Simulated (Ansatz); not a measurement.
Reaction (SMILES): [C]#N (C-N) → CN- (singlet, bonded as [C]#N) (an electron is taken up)
B3LYP-D3(BJ)/def2-TZVP geometries, fixed; electronic energies without zero-point terms; positive where energy is released.
Largest species:
```
C
N 1 1.1622
```
Charge 0, spin multiplicity 2.

Basis-set convergence of the adiabatic electron affinity at PBE0 with Ansatz (a first-principles code). All functions are spherical. The program fits the integrals of some runs and decomposes those of others, by size. Open shells are unrestricted. No added dispersion term, no relativity. Functions are those of the species that has most. Reference: the value in aug-cc-pV5Z, 3.891 eV, itself unsure by roughly 0.004 eV (its mean distance from aug-pcseg-3, aug-cc-pVQZ, def2-QZVPPD). Deviations are taken from unrounded values.

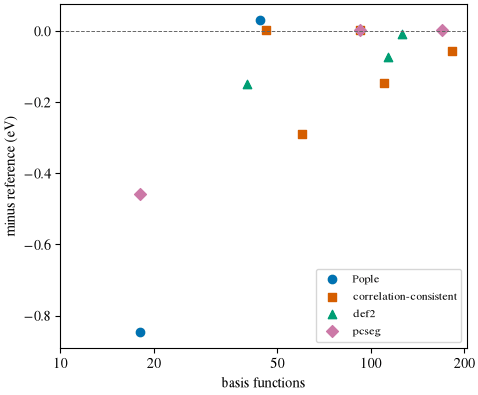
Figure. Deviation from the reference against the number of basis functions, by family of sets.

```tsv
basis	functions	adiabatic electron affinity (eV)	minus reference (eV)
6-31G	18	3.045	-0.847
pcseg-0	18	3.432	-0.459
def2-SVPD	40	3.743	-0.148
6-311+G**	44	3.923	0.032
aug-cc-pVDZ	46	3.893	0.002
cc-pVTZ	60	3.602	-0.289
aug-cc-pVTZ	92	3.895	0.004
aug-pcseg-2	92	3.895	0.004
cc-pVQZ	110	3.745	-0.146
def2-QZVPP	114	3.818	-0.074
def2-QZVPPD	126	3.882	-0.010
aug-pcseg-3	170	3.893	0.002
cc-pV5Z	182	3.836	-0.056
```
